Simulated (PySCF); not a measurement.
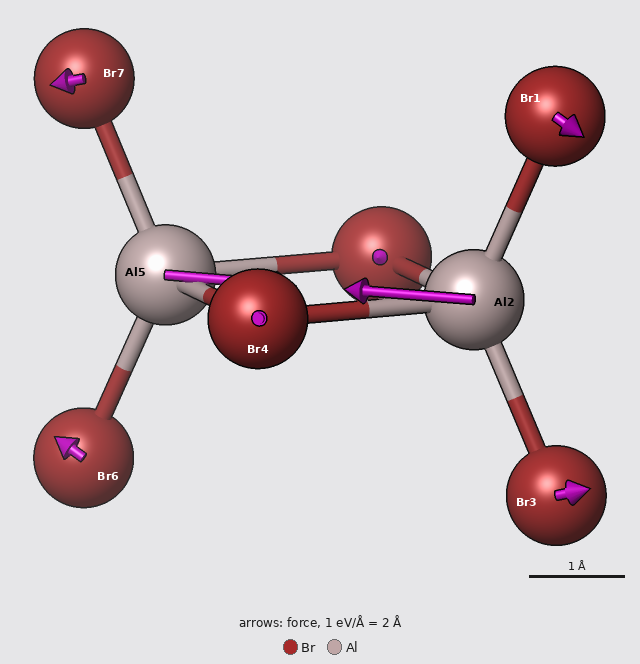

Starting geometry of Al$_{2}$Br$_{6}$ with the computed forces as purple arrows. A ball-and-stick model, seen at a tilt.

The start comes from GFN2-xTB.

Method: PySCF, PBE0-D3(BJ)/def2-SVP geometry optimisation, gas phase. 

Is this structure relaxed? If not, where do the atoms go?

It isn't relaxed: the largest force vector, on Al atoms, is 0.75 eV/Å. The final displacements follow the starting forces only in part (cosine between the two patterns 0.61). The largest move after the best rigid fit is that of a Br atom, 0.15 Å. By element the largest moves are Br 0.15 Å, Al 0.07 Å. Among the contacts that change: Al–Br 2.477 → 2.438 Å. Bond angles that change, for instance: Br–Al–Br 131.1° → 121.4°, Br–Al–Br 131.2° → 121.6°, Br–Al–Br 106.9° → 110.0°. The energy falls by 0.102 eV in 12 geometry steps. Cost: 9.2 min on 1 thread of Intel(R) Xeon(R) 6975P-C, with other jobs on the host.
